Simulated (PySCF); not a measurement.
# One shape, several levels: doublet CH2BrFO2Si+

We compute a comparison of 6 runs (U-r2SCAN/def2-SVP, UBHLYP/def2-SVP, UM06-2X/def2-SVP, UM06-L/def2-SVP, UPBE0/def2-SVP, UTPSS/def2-SVP) of doublet CH2BrFO2Si+. The job is set up through a Python script.

Program for the calculation: PySCF 2.14.0.

1 further run of the same task is left out (it didn't finish).

### 1 The structure to begin with

CH2BrFO2Si+: 8 atoms, total charge +1, spin state doublet. SMILES of the parent species: `O=CO[SiH](F)Br`. Geometry: relaxed at PBE0-D4/def2-TZVP. This is one conformer, not always the lowest. That shape belongs to the parent species and isn't relaxed for this state.

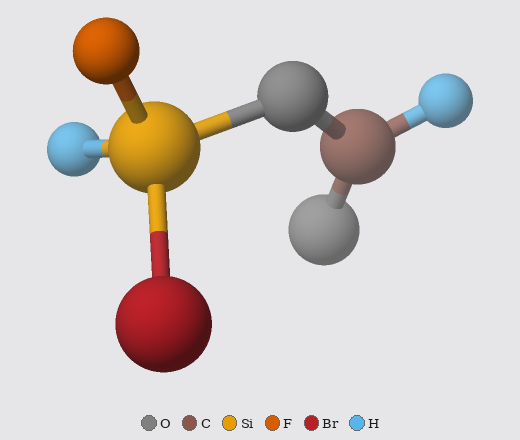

The structure, seen from a chosen angle (oxygen grey, carbon brown, silicon amber, fluorine orange, bromine red, hydrogen blue).

### 2 A single-point energy at U-r2SCAN/def2-SVP (run 1)

The input, job.py:

```python
from pyscf import gto, dft

mol = gto.M(
    atom='''
O     -0.066700    -1.389300     1.332000
C      0.909900    -0.951300     0.804000
O      0.892600    -0.017800    -0.158000
Si    -0.549900     0.604100    -0.716800
F     -0.103800     1.472000    -1.959100
Br    -1.455900     1.923500     0.767600
H      1.939900    -1.254700     1.034400
H     -1.474000    -0.443600    -1.160000
''',
    verbose=4,
    charge=1,
    spin=1,
    basis='def2-svp',
    max_memory=1860,
)

myscf = dft.UKS(mol)
myscf.xc = 'r2scan'
myscf.grids.level = 5
myscf.conv_tol = 1e-10
myscf.kernel()
if not myscf.converged:
    myscf = myscf.newton().run(myscf.mo_coeff, myscf.mo_occ)

e_tot = myscf.e_tot
print('Final energy', e_tot)
```

Started as:

```bash
$ OMP_NUM_THREADS=1 python job.py
```

Standard output:

```text
PySCF version 2.14.0

[... 60 lines left out ...]
WARN: HOMO -0.329603782099623 >= LUMO -0.329603782099626
[... 118 lines left out ...]
SCF not converged.
SCF energy = -3152.21425808839 after 50 cycles  <S^2> = 0.75458543  2S+1 = 2.0045802
[... 59 lines left out ...]
converged SCF energy = -3152.21425809668  <S^2> = 0.75458593  2S+1 = 2.0045807
Final energy -3152.2142580966797
```

Run time: 7.3 min. Hardware: 1 thread of Arm Neoverse V1, shared host; peak memory 1.1 GiB.

### 3 A single-point energy at UBHLYP/def2-SVP (run 2)

The input, run.py:

```python
from pyscf import gto, dft

mol = gto.M(
    atom=[
    ('O', (-0.066700, -1.389300, 1.332000)),
    ('C', (0.909900, -0.951300, 0.804000)),
    ('O', (0.892600, -0.017800, -0.158000)),
    ('Si', (-0.549900, 0.604100, -0.716800)),
    ('F', (-0.103800, 1.472000, -1.959100)),
    ('Br', (-1.455900, 1.923500, 0.767600)),
    ('H', (1.939900, -1.254700, 1.034400)),
    ('H', (-1.474000, -0.443600, -1.160000)),
],
    verbose=4,
    spin=1,
    charge=1,
    basis='def2-svp',
    max_memory=1860,
)

ks = dft.UKS(mol, xc='bhandhlyp')
ks.conv_tol = 1e-10
ks.grids.level = 5
ks.kernel()
if not ks.converged:
    ks = ks.newton().run(ks.mo_coeff, ks.mo_occ)

energy = ks.e_tot
print(f'total energy: {energy:.8f} hartree')
```

Started as:

```bash
$ OMP_NUM_THREADS=1 python run.py
```

Standard output:

```text
PySCF version 2.14.0

[... 57 lines left out ...]
WARN: HOMO -0.369684931918545 >= LUMO -0.369684931918542
[... 154 lines left out ...]
converged SCF energy = -3152.21659440663  <S^2> = 0.76426972  2S+1 = 2.0142192
total energy: -3152.21659441 hartree
```

Run time: 3.7 min. Hardware: 1 thread of Arm Neoverse V1, shared host; peak memory 0.69 GiB.

### 4 A single-point energy at UM06-2X/def2-SVP (run 3)

The input, calc.py:

```python
from pyscf import gto, dft

system = gto.M(
    atom='''
O     -0.126045    -2.625397     2.517115
C      1.719462    -1.797696     1.519340
O      1.686770    -0.033637    -0.298577
Si    -1.039160     1.141584    -1.354556
F     -0.196154     2.781677    -3.702162
Br    -2.751252     3.634888     1.450554
H      3.665880    -2.371039     1.954733
H     -2.785456    -0.838283    -2.192082
''',
    basis='def2-svp',
    unit='bohr',
    max_memory=1860,
    charge=1,
    verbose=3,
    spin=1,
)

mf = dft.UKS(system)
mf.xc = 'm06-2x'
mf.grids.level = 5
mf.conv_tol = 1e-10
mf.kernel()
if not mf.converged:
    mf = mf.newton().run(mf.mo_coeff, mf.mo_occ)

e_final = mf.e_tot
print(f'total energy: {e_final:.8f} hartree')
```

Started as:

```bash
$ OMP_NUM_THREADS=1 python calc.py
```

Standard output:

```text
WARN: HOMO -0.3676870357955 >= LUMO -0.367687035795498

converged SCF energy = -3152.2775427097  <S^2> = 0.76051304  2S+1 = 2.0104856
total energy: -3152.27754271 hartree
```

Run time: 7 min. Hardware: 1 thread of Arm Neoverse V1, shared host; peak memory 0.7 GiB.

Runs 4 to 5 aren't shown in full; the table further down has their settings and results.

### 5 The energy at UTPSS/def2-SVP (run 6)

The input, input.xyz:

```xyz
8

O     -0.066700    -1.389300     1.332000
C      0.909900    -0.951300     0.804000
O      0.892600    -0.017800    -0.158000
Si    -0.549900     0.604100    -0.716800
F     -0.103800     1.472000    -1.959100
Br    -1.455900     1.923500     0.767600
H      1.939900    -1.254700     1.034400
H     -1.474000    -0.443600    -1.160000
```

The input, input.py:

```python
from pyscf import gto, dft

mol = gto.M(
    atom='input.xyz',
    max_memory=1860,
    charge=1,
    basis='def2-svp',
    verbose=4,
    spin=1,
)

myscf = dft.UKS(mol)
myscf.xc = 'tpss'
myscf.conv_tol = 1e-10
myscf.grids.level = 5
myscf.kernel()
if not myscf.converged:
    myscf = myscf.newton().run(myscf.mo_coeff, myscf.mo_occ)

energy = myscf.e_tot
print(f'total energy: {energy:.8f} hartree')
```

Started as:

```bash
$ OMP_NUM_THREADS=1 python input.py
```

Standard output:

```text
PySCF version 2.14.0

[... 58 lines left out ...]
WARN: HOMO -0.319637345554389 >= LUMO -0.31963734555439
[... 110 lines left out ...]
converged SCF energy = -3152.35297359545  <S^2> = 0.7529899  2S+1 = 2.0029877
total energy: -3152.35297360 hartree
```

It took 5.5 min on 1 thread of Arm Neoverse V1, shared host; peak memory 0.69 GiB.

### 6 All runs side by side

```
run              level   energy (Eh)  HOMO energy (eV)  LUMO energy (eV)   ⟨S²⟩  wall time
  1  U-r2SCAN/def2-SVP  -3152.214258            -13.86            -13.66  0.755    7.3 min
  2    UBHLYP/def2-SVP  -3152.216594            -14.92            -12.31  0.764    3.7 min
  3   UM06-2X/def2-SVP  -3152.277543            -15.39            -12.70  0.761      7 min
  4    UM06-L/def2-SVP  -3152.253157            -13.85            -13.57  0.755    7.8 min
  5     UPBE0/def2-SVP  -3151.655046            -14.52            -13.11  0.757    3.1 min
  6     UTPSS/def2-SVP  -3152.352974            -13.63            -13.51  0.753    5.5 min
```

### 7 Summary of results

| quantity | value |
| --- | --- |
| run 6: total energy | -3152.35297 Eh |
| run 6: HOMO energy (highest over α and β) | -13.63 eV |
| run 6: LUMO energy (lowest over α and β) | -13.51 eV |
| run 6: ⟨S²⟩ | 0.753 |

Totals of different functionals can't be ranked against each other. All runs together took 34 min, the longest 7.8 min.
